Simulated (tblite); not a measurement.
# Geometry relaxation, with input and output: C$_{5}$H$_{10}$F$_{2}$OSi (part 2 of 4)

The same run, continued: C$_{5}$H$_{10}$F$_{2}$OSi; GFN2-xTB geometry optimisation, gas phase (tblite 0.8.0). It belongs to a series of runs on one base structure; here: H on Si replaced by OC2H5.

Geometry of the input (Å):
```
C  -3.6026  0.0401  0.2899
C  -2.2762  -0.3602  -0.3001
O  -1.1839  0.0198  0.5329
Si 0.2333  -0.4893  -0.2553
F  0.7236  -2.0048  0.3474
C  1.6226  0.7304  -0.0975
C  2.5214  0.4175  1.0465
C  3.8227  0.1706  0.8159
F  4.6415  -0.1271  1.8547
H  -4.0052  -0.8152  0.8531
H  -4.2469  0.3347  -0.5889
H  -3.5300  0.9125  0.9709
H  -2.1609  0.1721  -1.2588
H  -2.2723  -1.4575  -0.4465
H  -0.0475  -0.6057  -1.6904
H  2.1767  0.7636  -1.0476
H  1.2034  1.7387  0.1171
H  2.1572  0.3706  2.0872
H  4.2135  0.1984  -0.2076
```

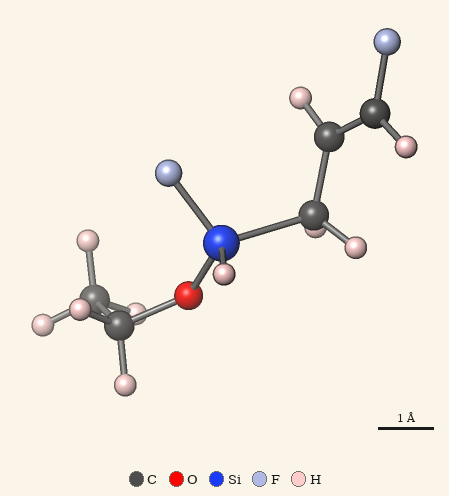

**Figure 1.** The geometry at step 58 of the log (ball-and-stick view, seen at a tilt).

Trajectory as extended XYZ, continued
```
19
Properties=species:S:1:pos:R:3:forces:R:3 step=29 energy=-847.49650
C    -3.5290    0.0899    0.4088   -0.0390   0.0890   0.0330
C    -2.4516   -0.3932   -0.5521    0.1220   0.0220   0.0710
O    -1.1722   -0.0771   -0.0341    0.1310  -0.0110  -0.0650
Si    0.3171   -0.5531   -0.4189   -0.0170  -0.0500  -0.0500
F     0.6989   -1.8281    0.4913   -0.0880  -0.0670  -0.0460
C     1.5736    0.8190    0.0031   -0.2090  -0.0210  -0.0850
C     2.5312    0.4189    1.0735   -0.1670   0.1980  -0.0650
C     3.8064    0.1563    0.8642   -0.0400  -0.1550  -0.0310
F     4.6382   -0.1643    1.8776   -0.0220  -0.0440  -0.0160
H    -3.6915   -0.6210    1.2128    0.0260  -0.0580  -0.0130
H    -4.4651    0.2577   -0.1174    0.0120  -0.1120  -0.0130
H    -3.2227    1.0286    0.8564    0.0720   0.1290  -0.0160
H    -2.5458    0.1040   -1.5244   -0.0370  -0.0140   0.0320
H    -2.5343   -1.4732   -0.7007    0.0330  -0.0080  -0.0590
H     0.4709   -1.0051   -1.7981   -0.0480  -0.0670   0.1020
H     2.1054    1.0712   -0.9188    0.0490   0.0060   0.2120
H     1.0174    1.7074    0.3123    0.1640  -0.0240   0.0640
H     2.1353    0.3613    2.0799    0.0700   0.0460  -0.0870
H     4.3081    0.1100   -0.0924   -0.0100   0.1420   0.0330
19
Properties=species:S:1:pos:R:3:forces:R:3 step=34 energy=-847.53808
C    -3.4554    0.1109    0.4359    0.1020  -0.0600  -0.0150
C    -2.4368   -0.3789   -0.5877   -0.0250  -0.0320  -0.0410
O    -1.1391   -0.0436   -0.1523   -0.0330   0.0900  -0.0230
Si    0.3366   -0.5864   -0.4549    0.0280  -0.0030  -0.0010
F     0.6285   -1.8363    0.5184   -0.0220  -0.0980   0.0070
C     1.5228    0.8240    0.0041    0.0360  -0.0110   0.1390
C     2.4799    0.4215    1.0700    0.0710  -0.0600   0.0250
C     3.7504    0.1345    0.8622   -0.0240   0.0710  -0.0460
F     4.5922   -0.1711    1.8730   -0.0880  -0.0960  -0.0530
H    -3.5177   -0.5715    1.2784    0.1140   0.0320   0.0600
H    -4.4444    0.1903   -0.0029    0.0060   0.0190  -0.0980
H    -3.1345    1.0877    0.7888   -0.1000   0.0020   0.0290
H    -2.6000    0.1108   -1.5552   -0.0110   0.0320   0.0200
H    -2.5111   -1.4595   -0.7414   -0.0290  -0.0070   0.0400
H     0.5704   -1.1088   -1.7858   -0.0280  -0.1010  -0.0850
H     2.0680    1.1621   -0.8752    0.0130  -0.0590  -0.0080
H     0.9403    1.6659    0.3692   -0.0430   0.1140   0.0300
H     2.0911    0.3341    2.0728   -0.0340   0.0900   0.0360
H     4.2489    0.1236   -0.0948    0.0660   0.0770  -0.0180
19
Properties=species:S:1:pos:R:3:forces:R:3 step=38 energy=-847.56091
C    -3.3938    0.1163    0.4500   -0.0600   0.0120   0.0050
C    -2.4182   -0.3699   -0.6119    0.0150   0.0620   0.0170
O    -1.1121   -0.0004   -0.2333    0.0180  -0.0710  -0.1000
Si    0.3503   -0.6121   -0.4748   -0.0130   0.0130  -0.0010
F     0.5611   -1.8676    0.5231   -0.0100   0.0710  -0.0620
C     1.4888    0.8326    0.0250   -0.0480   0.0160  -0.0630
C     2.4465    0.4176    1.0773   -0.0490   0.0580   0.0380
C     3.7121    0.1355    0.8498    0.0730   0.0430   0.0550
F     4.5427   -0.2061    1.8551    0.0820  -0.1060   0.0050
H    -3.3685   -0.5273    1.3264    0.0290   0.0440  -0.0360
H    -4.4068    0.1418    0.0520    0.0710  -0.0540   0.0420
H    -3.1051    1.1230    0.7452   -0.0640  -0.0260   0.0120
H    -2.6297    0.1259   -1.5655   -0.0180  -0.0330  -0.0530
H    -2.4880   -1.4528   -0.7563    0.0120   0.0460   0.0290
H     0.6171   -1.2021   -1.7819   -0.0320   0.0480   0.0990
H     2.0413    1.2041   -0.8383   -0.0710  -0.0730  -0.0180
H     0.8837    1.6570    0.4076    0.0020  -0.0590  -0.0490
H     2.0514    0.3352    2.0775    0.0600  -0.0220   0.0680
H     4.2173    0.1587   -0.1044    0.0030   0.0300   0.0100
19
Properties=species:S:1:pos:R:3:forces:R:3 step=43 energy=-847.57584
C    -3.3446    0.1292    0.4640    0.0240   0.0170  -0.0510
C    -2.4156   -0.3508   -0.6446   -0.0530  -0.0460  -0.0080
O    -1.0948    0.0209   -0.3478   -0.0610   0.0850   0.0180
Si    0.3594   -0.6264   -0.4924   -0.0240   0.0490   0.0000
F     0.5246   -1.8591    0.5328   -0.0230  -0.0610   0.0680
C     1.4581    0.8302    0.0404    0.1020   0.0000   0.0730
C     2.4265    0.4260    1.0928    0.0780  -0.0230   0.0160
C     3.6943    0.1469    0.8591   -0.0060  -0.0420  -0.0100
F     4.5259   -0.2590    1.8427   -0.0120   0.0360  -0.0250
H    -3.2332   -0.4816    1.3564    0.0290  -0.0030  -0.0440
H    -4.3740    0.0826    0.1208   -0.0180  -0.0210   0.0510
H    -3.0989    1.1569    0.7198   -0.0340   0.0080  -0.0350
H    -2.6798    0.1209   -1.5999   -0.0270  -0.0160   0.0520
H    -2.4867   -1.4358   -0.7609   -0.0110  -0.0200  -0.0210
H     0.6662   -1.2530   -1.7654    0.0210   0.0120  -0.0320
H     1.9925    1.2146   -0.8259    0.0300   0.0150  -0.0020
H     0.8274    1.6300    0.4285   -0.0010   0.0040  -0.0410
H     2.0467    0.3256    2.0998    0.0010  -0.0170  -0.0380
H     4.1962    0.1912   -0.0974   -0.0140   0.0210   0.0290
19
Properties=species:S:1:pos:R:3:forces:R:3 step=48 energy=-847.58268
C    -3.3283    0.1327    0.4650   -0.0110  -0.0240   0.0480
C    -2.4255   -0.3494   -0.6610    0.0220  -0.0070  -0.0350
O    -1.0981    0.0391   -0.3987    0.0110  -0.0320   0.0000
Si    0.3581   -0.6249   -0.4946   -0.0680  -0.0210   0.0290
F     0.4943   -1.8548    0.5484   -0.0580   0.0850  -0.0450
C     1.4602    0.8296    0.0518   -0.0710  -0.0240  -0.0640
C     2.4272    0.4213    1.1003   -0.0280   0.0080  -0.0080
C     3.6917    0.1387    0.8605    0.0190   0.0330   0.0150
F     4.5243   -0.2692    1.8397    0.0440  -0.0020   0.0060
H    -3.1623   -0.4601    1.3622    0.0060   0.0420  -0.0320
H    -4.3730    0.0532    0.1725    0.0590  -0.0280   0.0130
H    -3.0991    1.1717    0.6883   -0.0350   0.0000  -0.0130
H    -2.7192    0.1130   -1.6094   -0.0110   0.0300  -0.0270
H    -2.4918   -1.4339   -0.7732    0.0130  -0.0540   0.0120
H     0.6975   -1.2669   -1.7569   -0.0160   0.0460   0.0530
H     1.9880    1.2285   -0.8121    0.0530  -0.0220  -0.0070
H     0.8118    1.6190    0.4310    0.0450   0.0280   0.0460
H     2.0441    0.3141    2.1031   -0.0020  -0.0390   0.0300
H     4.1901    0.2075   -0.0941    0.0280  -0.0190  -0.0210
19
Properties=species:S:1:pos:R:3:forces:R:3 step=53 energy=-847.59495
C    -3.2947    0.1307    0.4674    0.0200   0.0220  -0.1120
C    -2.4444   -0.3473   -0.7020   -0.0270  -0.0070   0.0430
O    -1.1174    0.0771   -0.5039   -0.0410   0.0830  -0.0110
Si    0.3271   -0.6084   -0.4855    0.1220   0.0910  -0.0400
F     0.3734   -1.8250    0.5715   -0.0480  -0.0160   0.0930
C     1.4548    0.8233    0.0674    0.1020   0.0490   0.0890
C     2.4253    0.4035    1.1167    0.0070  -0.0490  -0.0220
C     3.6959    0.1444    0.8661   -0.0320   0.0080  -0.0130
F     4.5452   -0.3001    1.8175   -0.0740   0.0710   0.0110
H    -2.9963   -0.3976    1.3648    0.0040   0.0270   0.1360
H    -4.3470   -0.0478    0.2764   -0.0480  -0.0880  -0.0340
H    -3.1479    1.1987    0.6076    0.0360  -0.0190   0.0430
H    -2.8003    0.1008   -1.6371    0.0400  -0.0520  -0.0080
H    -2.4810   -1.4384   -0.7854   -0.0390   0.0510  -0.0410
H     0.7320   -1.2636   -1.7119    0.0110  -0.0650  -0.1060
H     2.0106    1.2163   -0.7846   -0.1040  -0.0490  -0.0070
H     0.8159    1.6235    0.4454    0.1050   0.0110   0.0340
H     2.0429    0.2687    2.1198    0.0300  -0.0480  -0.0770
H     4.1961    0.2504   -0.0873   -0.0630  -0.0190   0.0210
19
Properties=species:S:1:pos:R:3:forces:R:3 step=58 energy=-847.61144
C    -3.2613    0.1257    0.4668   -0.0390  -0.0040   0.0830
C    -2.4515   -0.3449   -0.7297    0.0400   0.0120   0.0080
O    -1.1279    0.1168   -0.5900    0.0410   0.0160  -0.0400
Si    0.3101   -0.5827   -0.4865   -0.0560  -0.0600  -0.0200
F     0.2523   -1.7729    0.6081    0.0100   0.0660  -0.0370
C     1.4539    0.8222    0.0877   -0.0450  -0.0330  -0.0310
C     2.4167    0.3693    1.1194    0.0460   0.0060   0.0210
C     3.6904    0.1494    0.8645    0.0430  -0.0710   0.0100
F     4.5430   -0.2880    1.8122    0.0440  -0.0120   0.0550
H    -2.8682   -0.3219    1.3787   -0.0240   0.0060  -0.0680
H    -4.3063   -0.1547    0.3540    0.0590   0.0360  -0.0050
H    -3.1778    1.2071    0.5529   -0.0730  -0.0320   0.0020
H    -2.8465    0.0802   -1.6592   -0.0140  -0.0050   0.0130
H    -2.4738   -1.4352   -0.8051    0.0320  -0.0140   0.0000
H     0.7595   -1.2649   -1.6918   -0.0300  -0.0280   0.0550
H     2.0051    1.1970   -0.7715   -0.0120   0.0650  -0.0420
H     0.8537    1.6378    0.4868   -0.0250   0.0500  -0.0030
H     2.0381    0.2010    2.1150   -0.0160  -0.0310   0.0340
H     4.1806    0.2679   -0.0894    0.0170   0.0330  -0.0350
19
Properties=species:S:1:pos:R:3:forces:R:3 step=63 energy=-847.61746
C    -3.2439    0.1239    0.4705    0.0190  -0.0080  -0.0510
C    -2.4491   -0.3371   -0.7416    0.0240  -0.0090  -0.0380
O    -1.1289    0.1478   -0.6481    0.0040   0.0250   0.0060
Si    0.2954   -0.5710   -0.4878   -0.0090   0.0200   0.0460
F     0.1788   -1.7481    0.6149    0.0150   0.0510   0.0140
C     1.4527    0.8220    0.0978   -0.0100   0.0100  -0.0240
C     2.4198    0.3576    1.1271   -0.0310  -0.0110  -0.0280
C     3.6944    0.1417    0.8687   -0.0020   0.0240  -0.0130
F     4.5553   -0.3044    1.8051   -0.0090  -0.0070   0.0200
H    -2.7995   -0.2822    1.3755   -0.0060   0.0060  -0.0050
H    -4.2729   -0.2129    0.3941   -0.0200  -0.0110  -0.0040
H    -3.2244    1.2088    0.5234   -0.0160   0.0110   0.0400
H    -2.8745    0.0694   -1.6661   -0.0240  -0.0010   0.0270
H    -2.4482   -1.4286   -0.8085    0.0060  -0.0040   0.0150
H     0.7582   -1.2880   -1.6638    0.0000  -0.0350  -0.0060
H     1.9981    1.1971   -0.7676    0.0130   0.0220   0.0240
H     0.8626    1.6504    0.4942    0.0120  -0.0600   0.0150
H     2.0377    0.1651    2.1187   -0.0060  -0.0130  -0.0180
H     4.1784    0.2979   -0.0835    0.0400  -0.0100  -0.0180
19
Properties=species:S:1:pos:R:3:forces:R:3 step=67 energy=-847.62095
C    -3.2310    0.1202    0.4664   -0.0410   0.0080   0.0120
C    -2.4471   -0.3320   -0.7568   -0.0280   0.0060   0.0490
O    -1.1324    0.1742   -0.6932   -0.0210   0.0070  -0.0040
Si    0.2822   -0.5551   -0.4873    0.0030   0.0000  -0.0580
F     0.1293   -1.7019    0.6405    0.0050   0.0100   0.0330
C     1.4529    0.8204    0.0986    0.0290  -0.0130   0.0070
C     2.4178    0.3336    1.1190    0.0480   0.0180   0.0040
C     3.6968    0.1373    0.8667    0.0340   0.0360  -0.0070
F     4.5596   -0.2988    1.8076   -0.0420  -0.0340  -0.0030
H    -2.7553   -0.2512    1.3699    0.0290  -0.0150  -0.0080
H    -4.2480   -0.2582    0.4233   -0.0100  -0.0310  -0.0330
H    -3.2638    1.2052    0.5104    0.0330   0.0190  -0.0050
H    -2.9048    0.0588   -1.6716    0.0210  -0.0040  -0.0050
H    -2.4273   -1.4239   -0.8089   -0.0060  -0.0020  -0.0170
H     0.7592   -1.3032   -1.6427   -0.0280  -0.0060   0.0520
H     1.9975    1.2047   -0.7619    0.0260   0.0150  -0.0030
H     0.8791    1.6479    0.5148   -0.0460  -0.0070   0.0190
H     2.0369    0.1243    2.1076   -0.0230  -0.0090  -0.0200
H     4.1887    0.3071   -0.0795    0.0210   0.0010  -0.0130
19
Properties=species:S:1:pos:R:3:forces:R:3 step=72 energy=-847.62389
C    -3.2299    0.1206    0.4679    0.0250  -0.0100  -0.0180
C    -2.4482   -0.3284   -0.7577    0.0120  -0.0070  -0.0310
O    -1.1335    0.1824   -0.7107    0.0050   0.0030   0.0270
Si    0.2801   -0.5493   -0.4937   -0.0060   0.0000   0.0380
F     0.1196   -1.6782    0.6533   -0.0060   0.0250   0.0240
C     1.4553    0.8228    0.0969   -0.0250   0.0110  -0.0130
C     2.4217    0.3324    1.1124   -0.0080   0.0070  -0.0120
C     3.7025    0.1421    0.8649   -0.0080  -0.0180  -0.0040
F     4.5516   -0.3120    1.8086    0.0140  -0.0240   0.0130
H    -2.7412   -0.2453    1.3667   -0.0010  -0.0170   0.0110
H    -4.2413   -0.2732    0.4247    0.0010   0.0040   0.0020
H    -3.2701    1.2058    0.5106    0.0060  -0.0050  -0.0100
H    -2.9125    0.0562   -1.6718    0.0090   0.0050  -0.0040
H    -2.4193   -1.4201   -0.8107   -0.0320  -0.0040   0.0040
H     0.7542   -1.3296   -1.6247   -0.0090  -0.0030  -0.0110
H     1.9990    1.2237   -0.7564   -0.0040   0.0130  -0.0180
H     0.8678    1.6356    0.5250    0.0010   0.0120   0.0010
H     2.0325    0.1115    2.0948    0.0100  -0.0150   0.0050
H     4.2019    0.3123   -0.0772    0.0160   0.0230  -0.0040
19
Properties=species:S:1:pos:R:3:forces:R:3 step=77 energy=-847.62603
C    -3.2281    0.1137    0.4630   -0.0310   0.0040   0.0120
C    -2.4508   -0.3286   -0.7660   -0.0030   0.0010   0.0120
O    -1.1403    0.1931   -0.7191    0.0040  -0.0130  -0.0220
Si    0.2719   -0.5361   -0.4862    0.0050  -0.0080   0.0130
F     0.0954   -1.6323    0.6888    0.0070  -0.0150   0.0300
C     1.4598    0.8301    0.0932    0.0190   0.0000   0.0100
C     2.4300    0.3249    1.1001   -0.0080  -0.0120   0.0040
C     3.7134    0.1377    0.8609    0.0030   0.0190  -0.0030
F     4.5523   -0.3274    1.8110   -0.0260  -0.0120  -0.0370
H    -2.7289   -0.2431    1.3602    0.0030  -0.0010  -0.0090
H    -4.2329   -0.2966    0.4285   -0.0240   0.0020   0.0060
H    -3.2873    1.1980    0.5014    0.0170   0.0020   0.0040
H    -2.9202    0.0520   -1.6788    0.0110   0.0150  -0.0070
H    -2.4256   -1.4207   -0.8138    0.0410  -0.0020  -0.0250
H     0.7368   -1.3420   -1.6042   -0.0020   0.0050   0.0160
H     2.0011    1.2375   -0.7595   -0.0340  -0.0020   0.0040
H     0.8766    1.6392    0.5360    0.0260   0.0110  -0.0160
H     2.0395    0.0819    2.0775    0.0000   0.0000  -0.0090
H     4.2278    0.3281   -0.0701   -0.0080   0.0090   0.0160
19
Properties=species:S:1:pos:R:3:forces:R:3 step=82 energy=-847.62787
C    -3.2295    0.1093    0.4602    0.0220  -0.0110  -0.0160
C    -2.4482   -0.3281   -0.7692    0.0010   0.0020  -0.0160
O    -1.1385    0.1949   -0.7204   -0.0030   0.0150   0.0180
Si    0.2696   -0.5358   -0.4709   -0.0090   0.0030   0.0060
F     0.0879   -1.6149    0.7201    0.0130   0.0030   0.0020
C     1.4594    0.8355    0.0924   -0.0170   0.0020   0.0030
C     2.4309    0.3236    1.0928    0.0080   0.0140  -0.0010
C     3.7149    0.1410    0.8560    0.0000  -0.0080  -0.0060
F     4.5432   -0.3521    1.7999    0.0180  -0.0030   0.0090
H    -2.7248   -0.2482    1.3538   -0.0140  -0.0050   0.0100
H    -4.2339   -0.3034    0.4271    0.0040   0.0170   0.0000
H    -3.2858    1.1938    0.4999   -0.0070  -0.0050   0.0080
H    -2.9113    0.0585   -1.6825   -0.0210  -0.0070  -0.0040
H    -2.4154   -1.4199   -0.8231   -0.0010   0.0100  -0.0200
H     0.7218   -1.3527   -1.5857    0.0240  -0.0110   0.0290
H     1.9884    1.2466   -0.7651    0.0230  -0.0290  -0.0130
H     0.8818    1.6471    0.5360   -0.0120   0.0110   0.0220
H     2.0404    0.0665    2.0665   -0.0120  -0.0120  -0.0060
H     4.2393    0.3477   -0.0648   -0.0160   0.0130  -0.0250
19
Properties=species:S:1:pos:R:3:forces:R:3 step=87 energy=-847.62945
C    -3.2299    0.1014    0.4546   -0.0150   0.0080   0.0120
C    -2.4494   -0.3270   -0.7783   -0.0030   0.0080   0.0110
O    -1.1428    0.2042   -0.7209   -0.0020   0.0070  -0.0170
Si    0.2617   -0.5270   -0.4526    0.0020   0.0030  -0.0010
F     0.0779   -1.5873    0.7551   -0.0030   0.0070   0.0010
C     1.4604    0.8423    0.0932    0.0120  -0.0030   0.0010
C     2.4354    0.3199    1.0848   -0.0140  -0.0200   0.0090
C     3.7203    0.1413    0.8493   -0.0110   0.0050  -0.0040
F     4.5440   -0.3685    1.7898    0.0060   0.0170  -0.0380
H    -2.7230   -0.2523    1.3487    0.0020  -0.0180  -0.0090
H    -4.2346   -0.3103    0.4293    0.0000  -0.0170  -0.0280
H    -3.2926    1.1856    0.4967    0.0120   0.0010   0.0000
H    -2.9182    0.0602   -1.6890    0.0130   0.0140   0.0090
H    -2.4057   -1.4176   -0.8436   -0.0240   0.0020   0.0110
H     0.7195   -1.3638   -1.5500    0.0170  -0.0150   0.0190
H     1.9883    1.2415   -0.7711   -0.0060   0.0060   0.0110
H     0.8941    1.6585    0.5447    0.0110  -0.0020  -0.0190
H     2.0390    0.0393    2.0491    0.0070  -0.0010   0.0220
H     4.2455    0.3688   -0.0669   -0.0030  -0.0030   0.0100
```
